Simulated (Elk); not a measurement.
# Magnetic state of Cr (Chromium) from several starts, part 2 of 3

A self-consistent run ends on one state, which hangs on the start. Several orders of Cr (Chromium) are started in Elk and their energies compared.

Elk 11.2.3 (patched build); PBE; all-electron APW+lo, Dirac cores, scalar-relativistic bands.

So far. Step 2 (Run 1 (ferro +)): After 40 cycles the seed has died away: no moment is left.

### Step 3. Run 2 (antiferro q=(0,0,1/2) +-)

An opposed order shows whether the pairs that it reverses prefer unlike signs.

This order needs a doubled cell of 2 atoms. Its mesh is chosen so that both cells sample the same points.

Contents of elk.in:

```
tasks
  0

xctype
  20

reducebf
  0.5

epsengy
  1e-05

maxscl
  100

rgkmax
  7.0

nempty
  12

swidth
  0.003

lmaxi
  3

spinpol
  .true.

sppath
  './'

avec
  -2.72489058540 2.72489058540 2.72489058540
  2.72489058540 -2.72489058540 2.72489058540
  5.44978117081 5.44978117081 -5.44978117081

atoms
  1
  'Cr.in'
  2
  0.0000000000 0.0000000000 0.0000000000   0.000000 0.000000 -0.187500
  0.0000000000 0.0000000000 0.5000000000   0.000000 0.000000 0.187500

ngridk
  12 12 6
```

Command:

```console
> OMP_NUM_THREADS=2 elk
```

Numbers of over 12 decimals in the logs are rounded to 6 here.

Output:

```text
Info(gndstate): no moment of its own; a second start begins; STATE.OUT holds the state before
Info(gndstate): the second start gave no lower state; one of another order, or behind a
 stronger field, isn't excluded

--- INFO.OUT ---
┌─────────────────────────┐
│ Elk code version 11.2.3 │
└─────────────────────────┘

All units are atomic (Hartree, Bohr, etc.)

┌─────────────────────────────────────────────────┐
│ Ground-state run starting from atomic densities │
└─────────────────────────────────────────────────┘

Lattice vectors :
  -2.724890585       2.724890585       2.724890585
   2.724890585      -2.724890585       2.724890585
   5.449781171       5.449781171      -5.449781171

Species : 1 (Cr)
 parameters loaded from : Cr.in
 name : chromium
 nuclear charge    :   -24.00000000
 electronic charge :    24.00000000
 atomic mass :    94783.09202
 muffin-tin radius :    2.334824469
 number of radial points in muffin-tin :    993
 inner part over the whole radius :   0.9938561239E-02
 number on inner part of muffin-tin    :    699
 approximate nuclear radius :   0.6987106690E-04
 number of mesh points to nuclear radius :    329
 atomic positions (lattice), magnetic fields (Cartesian) :
  1 :   0.00000000  0.00000000  0.00000000    0.00000000  0.00000000 -0.18750000
  2 :   0.00000000  0.00000000  0.50000000    0.00000000  0.00000000  0.18750000

Total number of atoms per unit cell :    2
Total muffin-tin volume :    106.6304675
 ratio of muffin-tin to unit cell volume :   0.6587856359

Spin treatment :
 spin-polarised
 global magnetic field (Cartesian) :    0.000000000       0.000000000       0.000000000
 collinear magnetisation in z-direction

Number of Bravais lattice symmetries :    8
Number of crystal symmetries         :   16
Crystal has inversion symmetry
Real symmetric eigensolver will be used

k-point grid :     12    12     6
k-point offset :    0.000000000       0.000000000       0.000000000
k-point set is reduced with full crystal symmetry group
Total number of k-points :      154

Muffin-tin radius times maximum |G+k| :    7.000000000
 using average radius
Maximum |G+k| for APW functions       :    2.998084049
Maximum (1/2)|G+k|²                   :    4.494253983
Maximum |G| for potential and density :    12.00000000
Constant for pseudocharge density :    7
 order of it for each species :   14
 order of it for pair densities of each species (exact exchange by exxq0 0: 14) :   10
Radial integration step length :    1

G-vector grid sizes :     20    20    40
Number of G-vectors :     4689

Maximum angular momentum used for
 APW functions            :    8
 outer part of muffin-tin :    6
 inner part of muffin-tin :    3

Number of empty states         :     24
Total number of valence states :     78
Total number of core states    :     20

Third-order local-orbitals added for an l without core states : T
Total number of local-orbitals :     46

Exchange-correlation functional :     20     0     0
 Perdew-Burke-Ernzerhof, Phys. Rev. Lett. 77, 3865 (1996)
 gradient requirement :    1
 generalised gradient approximation (GGA)

Smearing type :    3
 Fermi-Dirac
Smearing width :   0.3000000000E-02
Effective electronic temperature (K) :    947.3250744

Mixing type :    3
 Broyden mixing, J. Phys. A: Math. Gen. 17, L317 (1984)

Kohn-Sham potential initialised from atomic data

┌──────────────────────────────┐
│ Self-consistent loop started │
└──────────────────────────────┘

┌─────────────────┐
│ Loop number : 1 │
└─────────────────┘

Energies :
 Fermi                       :     0.330002
 sum of occupied eigenvalues :     -1220.8384487834
 electron kinetic            :      2115.4667253426
 core electron kinetic       :      1925.9838121757
 Coulomb                     :     -4120.7455523049
 Coulomb potential           :     -3225.1368280257
 nuclear-nuclear             :     -384.63901597508
 electron-nuclear            :     -4262.6303126391
 Hartree                     :      526.52377630926
 Madelung                    :     -2508.1771382920
 xc potential                :     -111.07982967432
 xc effective B-field        :    -0.42598473400992E-01
 external B-field            :      0.000000
 exchange                    :     -94.457508410095
 correlation                 :     -2.193561
 electron entropic           :    -0.85852627676055E-03
 total energy                :     -2101.9307553172
 (external B-field energy excluded from total)

Density of states at Fermi energy :    28.12561682
 (states/Hartree/unit cell)

Estimated indirect band gap :   0.6436488724E-03
 from k-point 62 to k-point 8
Estimated direct band gap   :   0.1259168265E-01
 at k-point 122

Charges :
 core                        :    20.00000000
 valence                     :    28.00000000
 interstitial                :    2.902972973
 muffin-tins (core leakage)
  species : 1 (Cr)
   atom 1                    :    22.54851351     ( -0.2218855180E-06)
   atom 2                    :    22.54851351     ( -0.2218855180E-06)
 total in muffin-tins        :    45.09702703
 total calculated charge     :    48.00049449
 total charge                :    48.00000000
 error                       :   0.4944853455E-03

Moments :
 interstitial                :   0.1569569702E-16
 muffin-tins
  species : 1 (Cr)
   atom 1                    :    1.059543137
   atom 2                    :   -1.059543137
 total in muffin-tins        :    0.000000000
 total moment                :   0.1569569702E-16

[... earlier loops left out ...]

┌──────────────────┐
│ Loop number : 41 │
└──────────────────┘

Energies :
 Fermi                       :     0.372697
 sum of occupied eigenvalues :     -1221.0811557232
 electron kinetic            :      2125.7872486731
 core electron kinetic       :      1925.4938352764
 Coulomb                     :     -4129.9957033312
 Coulomb potential           :     -3220.3373488649
 nuclear-nuclear             :     -384.63901597508
 electron-nuclear            :     -4286.2015216066
 Hartree                     :      540.84483425046
 Madelung                    :     -2519.8270288988
 xc potential                :     -126.53105553115
 xc effective B-field        :    -0.18111002169119E-09
 external B-field            :      0.000000
 exchange                    :     -95.374852099382
 correlation                 :     -2.189276
 electron entropic           :    -0.10776844023623E-02
 total energy                :     -2101.7736607066
 (external B-field energy excluded from total)

Density of states at Fermi energy :    34.71007449
 (states/Hartree/unit cell)

Estimated indirect band gap :   0.4535696246E-02
 from k-point 107 to k-point 41
Estimated direct band gap   :   0.5959807684E-02
 at k-point 131

Charges :
 core                        :    20.00000000
 valence                     :    28.00000000
 interstitial                :    2.369108879
 muffin-tins (core leakage)
  species : 1 (Cr)
   atom 1                    :    22.81544556     ( -0.2218883548E-06)
   atom 2                    :    22.81544556     ( -0.2218883548E-06)
 total in muffin-tins        :    45.63089112
 total calculated charge     :    48.00055289
 total charge                :    48.00000000
 error                       :   0.5528938408E-03

Moments :
 interstitial                :  -0.7463258546E-22
 muffin-tins
  species : 1 (Cr)
   atom 1                    :   0.6951174633E-04
   atom 2                    :  -0.6951174633E-04
 total in muffin-tins        :    0.000000000
 total moment                :  -0.7463258546E-22

┌──────────────────────────────┐
│ Self-consistent loop stopped │
└──────────────────────────────┘

Wrote STATE.OUT
```

The job ended after 10 min (2 threads of Arm Neoverse V1, shared host; peak memory 0.17 GiB).

The moments died away, and this build then starts once more from a stronger push, within the same count of loops. That gave no lower state.

Spin moment in the muffin-tin sphere by atom:

| atom | spin moment in the muffin-tin sphere (μB) |
| --- | --- |
| Cr1 | 0.0001 |
| Cr2 | -0.0001 |

This step gave:

```
final state : non-magnetic
```

It ends in the same state without moments as the first start; the 0.27 meV between them is numerical noise.

### Step 4. Order 3, typed as antiferro q=(1/2,1/2,1/2) +-

Reversing part of the moments tests the sign of the couplings between them.

The cell is doubled to 2 atoms to hold this order. Its mesh is chosen so that both cells sample the same points.

Contents of elk.in:

```
tasks
  0

xctype
  20

reducebf
  0.5

epsengy
  1e-05

maxscl
  100

rgkmax
  7.0

nempty
  12

swidth
  0.003

lmaxi
  3

spinpol
  .true.

sppath
  './'

avec
  -5.44978117081 5.44978117081 5.44978117081
  0.00000000000 0.00000000000 5.44978117081
  0.00000000000 5.44978117081 0.00000000000

atoms
  1
  'Cr.in'
  2
  0.0000000000 0.0000000000 0.0000000000   0.000000 0.000000 -0.187500
  0.5000000000 0.0000000000 0.0000000000   0.000000 0.000000 0.187500

ngridk
  6 12 12
```

Command:

```console
> OMP_NUM_THREADS=2 elk
```

Output:

```text
┌─────────────────────────┐
│ Elk code version 11.2.3 │
└─────────────────────────┘

All units are atomic (Hartree, Bohr, etc.)

┌─────────────────────────────────────────────────┐
│ Ground-state run starting from atomic densities │
└─────────────────────────────────────────────────┘

Lattice vectors :
  -5.449781171       5.449781171       5.449781171
   0.000000000       0.000000000       5.449781171
   0.000000000       5.449781171       0.000000000

Species : 1 (Cr)
 muffin-tin radius :    2.334824469
[...]
atom 2                    :    22.81925715     ( -0.2218886870E-06)
 total in muffin-tins        :    45.63851430
 total calculated charge     :    47.99998008
 total charge                :    48.00000000
 error                       :   0.1991991540E-04

Moments :
 interstitial                :  -0.1170041164E-17
 muffin-tins
  species : 1 (Cr)
   atom 1                    :    1.150631734
   atom 2                    :   -1.150631734
 total in muffin-tins        :    0.000000000
 total moment                :  -0.1170041164E-17

┌──────────────────────────────┐
│ Self-consistent loop stopped │
└──────────────────────────────┘

Wrote STATE.OUT

[key lines of the parts left out:]
total energy                :     -2101.7749601973
```

Run time: 91 s. Hardware: 2 threads; peak memory 0.14 GiB; 3 min of CPU time.

Spin moment in the muffin-tin sphere by atom:

```
atom  spin moment in the muffin-tin sphere (μB)
 Cr1                                       1.15
 Cr2                                      -1.15
```

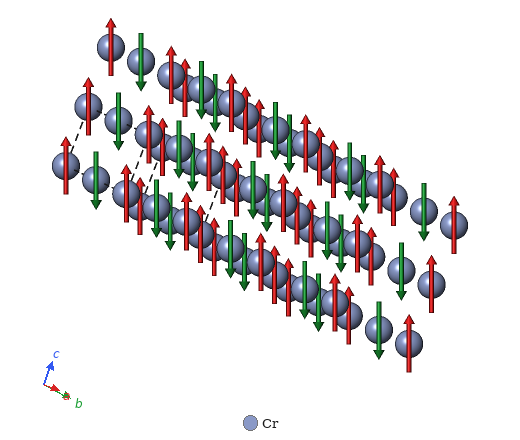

Spin moment in the muffin-tin sphere as arrows, the longest 1.15 μB. Up and down stand for the sign. Arrows give size and sign along the axis of quantisation, drawn up and down the page. The two directions have two colours. 2×3×2 cells are drawn. Some periodic images of atoms are drawn too.

Numbers from this step:

| Item | Value |
| --- | --- |
| density of states at the Fermi level | 0.5894 states/eV/cell |
| moment between the spheres | 0 μB |
| magnetization | 0 μB |
| final state | antiferromagnetic |

It lies 18.0 meV a seeded atom under the first start, and its largest moment is 1.15 μB against 2.8e-6 μB.

### Step 5. Start 4: no spin polarisation

A run without seeds gives the energy of the state without moments.

Contents of elk.in:

```
tasks
  0

xctype
  20

epsengy
  1e-05

maxscl
  100

rgkmax
  7.0

nempty
  12

swidth
  0.003

lmaxi
  3

sppath
  './'

avec
  -2.72489058540 2.72489058540 2.72489058540
  2.72489058540 -2.72489058540 2.72489058540
  2.72489058540 2.72489058540 -2.72489058540

atoms
  1
  'Cr.in'
  1
  0.0000000000 0.0000000000 0.0000000000   0.000000 0.000000 0.000000

ngridk
  12 12 12
```

Command:

```console
> OMP_NUM_THREADS=2 elk
```

Output:

```text
┌─────────────────────────┐
│ Elk code version 11.2.3 │
└─────────────────────────┘

All units are atomic (Hartree, Bohr, etc.)

┌─────────────────────────────────────────────────┐
│ Ground-state run starting from atomic densities │
└─────────────────────────────────────────────────┘

Lattice vectors :
  -2.724890585       2.724890585       2.724890585
   2.724890585      -2.724890585       2.724890585
   2.724890585       2.724890585      -2.724890585

Species : 1 (Cr)
 muffin-tin radius :    2.334824469
[...]
Estimated direct band gap   :   0.1358594942E-01
 at k-point 60

Charges :
 core                        :    10.00000000
 valence                     :    14.00000000
 interstitial                :    1.184629780
 muffin-tins (core leakage)
  species : 1 (Cr)
   atom 1                    :    22.81537022     ( -0.2218887012E-06)
 total in muffin-tins        :    22.81537022
 total calculated charge     :    24.00013358
 total charge                :    24.00000000
 error                       :   0.1335765770E-03

┌──────────────────────────────┐
│ Self-consistent loop stopped │
└──────────────────────────────┘

Wrote STATE.OUT

[key lines of the parts left out:]
total energy                :     -1050.8868203919
```

Run time: 6.3 s. Hardware: 2 threads; peak memory 0.05 GiB; 11 s of CPU time.

Numbers from this step:

```yaml
density_of_states_at_the_fermi_level: 0.6381 states/eV/cell
final_state: non-magnetic (no spin polarisation)
```

It ends in the same state without moments as the first start; the 0.0011 meV between them is numerical noise.

### Step 6. A faulty input

An input with a fault is tried, to see how the program answers.

Contents of elk.in:

```
tasks
  1

xctype
  20

reducebf
  0.5

epsengy
  1e-05

maxscl
  100

rgkmax
  7.0

nempty
  12

swidth
  0.003

lmaxi
  3

spinpol
  .true.

sppath
  './'

avec
  -2.72489058540 2.72489058540 2.72489058540
  2.72489058540 -2.72489058540 2.72489058540
  2.72489058540 2.72489058540 -2.72489058540

atoms
  1
  'Cr.in'
  1
  0.0000000000 0.0000000000 0.0000000000   0.000000 0.000000 -0.187500

ngridk
  12 12 12
```

Command:

```console
> OMP_NUM_THREADS=2 elk
```

Output:

```text
┌─────────────────────────────────┐
│ Elk code version 11.2.3 started │
└─────────────────────────────────┘

Info(readinput): the functional depends on the density's gradient
 muffin-tin radial points multiplied by    2.00000
 (not where nrmtscf is given)

┌──────────────────┐
│ Current task : 1 │
└──────────────────┘
Info(checkmt): changed muffin-tin radius of species 1 (Cr) from   2.4000 to   2.3348

Error(readstate): error opening STATE.OUT
```

The job ended after 0.32 s (2 threads; peak memory 0.05 GiB; 0.57 s of CPU time).

The input was rejected at the start.

The program's message: “Error(readstate): error opening STATE.OUT”

The fault put into the input: a continued run without STATE.OUT.

Task 1 goes on from a saved state; a fresh run is task 0.

### Step 7. The states side by side

These are free energies at a smearing of 0.0816 eV, so its entropy term is in the differences. They are divided by the number of seeded atoms, so that cells of unlike size compare. Wavevectors q in the names are fractions of the reciprocal vectors of the first run's cell.

Orders:

| start | final state | typed order kept | energy over the lowest (meV a seeded atom) | largest sphere moment (μB) | net moment (μB a primitive cell) | DOS at the Fermi level (states/eV a primitive cell) | mesh matched | CPU time (s) |
| --- | --- | --- | --- | --- | --- | --- | --- | --- |
| ferro + | non-magnetic | no | 17.95 | 0 | 0 | 0.6381 | yes | 137.5 |
| antiferro q=(0,0,1/2) +- | non-magnetic | no | 17.68 | 6.95e-5 | 0 | 0.6378 | yes | 1230 |
| antiferro q=(1/2,1/2,1/2) +- | antiferromagnetic | yes | 0 | 1.151 | 0 | 0.2947 | yes | 178.4 |
| no spin polarisation | non-magnetic | - | 17.95 | 0 | 0 | 0.6381 | yes | 10.91 |

(Part 2 of 3 ends here.)

[Logs and program files are shortened in this print: banners, set-up blocks, solver, clock and traceback lines can be left out without a mark of their own.]

[Logs are printed without paths, hosts, clocks, repeated set-up lines and the standing remarks that a program may print on its own settings, such as how far it seeks lower states.]

[Hosts, paths, dates, database ids (printed as entryN), source tags and the programs' standing remarks are cut or masked in the printed files.]

[Where a cell is said to come from a database of computed structures, the database is the Materials Project.]
